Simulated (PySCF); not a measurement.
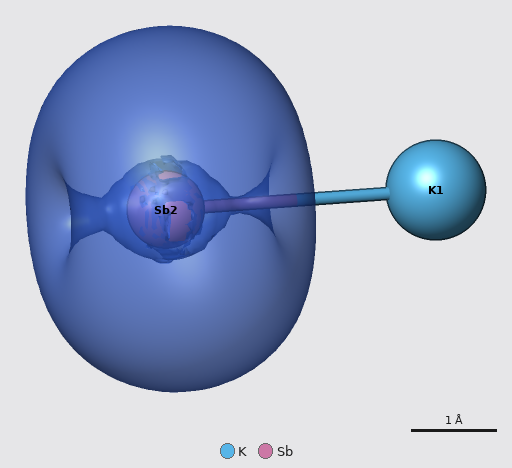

KSb (triplet). Isosurfaces of the spin density at +0.015 (blue) and −0.015 e/Å³ (red), seen from one side.

Core potentials replace the inner electrons of Sb.

Method: PySCF 2.14.0, PBE0/def2-SVPD, non-relativistic Hamiltonian with scalar-relativistic core potentials where named, at a bond length of 3.342 Å.

**Where is the unpaired spin?**

The unpaired spin (2 electrons) lies mostly on Sb2 (about 2.0), in electrons by Hirshfeld's partition.
